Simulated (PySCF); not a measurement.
```yaml
atoms:
  - { symbol: B, position_ang: [-2.0808, 0.6446, 1.2477] }
  - { symbol: C, position_ang: [-1.4146, 0.8684, -0.1586] }
  - { symbol: C, position_ang: [-0.3833, -0.1556, -0.5636] }
  - { symbol: C, position_ang: [-0.9040, -1.5185, -0.9241] }
  - { symbol: C, position_ang: [0.8797, 0.1289, -0.5962] }
  - { symbol: C, position_ang: [2.1631, 0.4135, -0.5529] }
  - { symbol: B, position_ang: [3.0220, 0.2300, 0.7111] }
  - { symbol: Cl, position_ang: [4.7109, 0.5890, 0.6909] }
  - { symbol: Cl, position_ang: [2.3238, -0.3343, 2.1869] }
  - { symbol: H, position_ang: [-2.9076, 1.3954, 1.5926] }
  - { symbol: H, position_ang: [-1.7698, -0.2420, 1.9404] }
  - { symbol: H, position_ang: [-0.9576, 1.8626, -0.1620] }
  - { symbol: H, position_ang: [-2.1901, 0.9059, -0.9311] }
  - { symbol: H, position_ang: [-1.4845, -1.9148, -0.0932] }
  - { symbol: H, position_ang: [-1.5567, -1.4508, -1.7940] }
  - { symbol: H, position_ang: [-0.0892, -2.2014, -1.1473] }
  - { symbol: H, position_ang: [2.6320, 0.7913, -1.4566] }
```

Geometry: GFN2-xTB.

The calculation used PySCF, PBE0/pcSseg-1, SCF density, gas phase, non-relativistic.

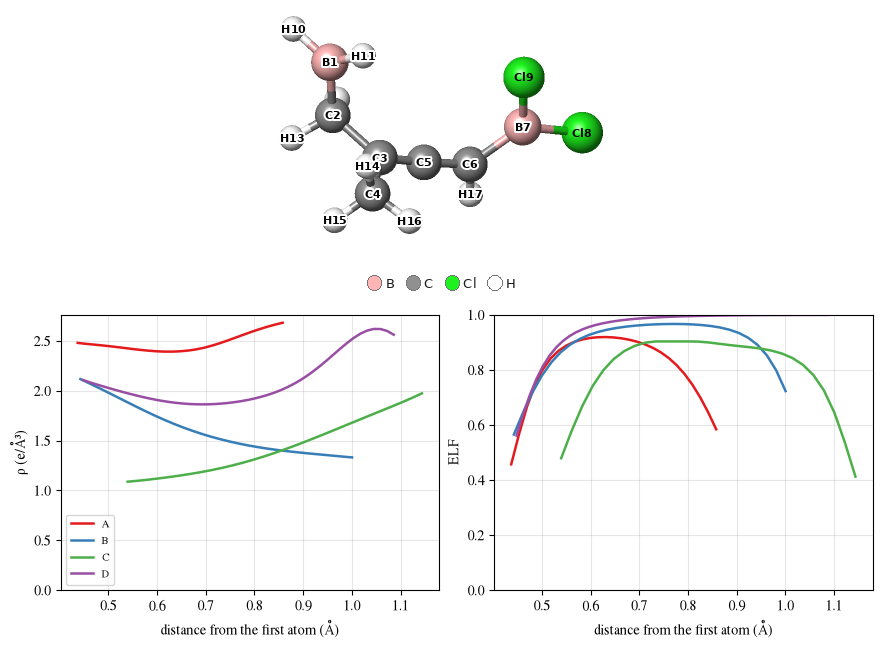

C5H8B2Cl2 (SMILES BCC(C)=C=CB(Cl)Cl). Electron density and ELF along straight lines between neighbouring atoms. The curves leave out the atomic cores. The structure is drawn too.

Which curve belongs to which contact (B–Cl, C–B, C–C and C–H)? The first atom named is at distance zero.

Curve A: C–C (1.30 Å): ρ at the midpoint is about 2.4 e/Å³; the ELF peaks at about 0.90 between the atoms: a short, multiple covalent bond. Curve B: C–B (1.54 Å): the density is about 1.5 e/Å³ at the midpoint; the ELF peaks at about 0.95 between the atoms, as expected for a shared electron pair. Curve C: B–Cl (1.73 Å): ρ at the midpoint is about 1.4 e/Å³; the ELF peaks at about 0.90 between the atoms: a shared but strongly polarised pair. Curve D: C–H (1.09 Å): the density is about 2 e/Å³ at the midpoint; the ELF climbs to about 1 towards the hydrogen, as it does in any bond to H; an ordinary covalent bond to hydrogen.
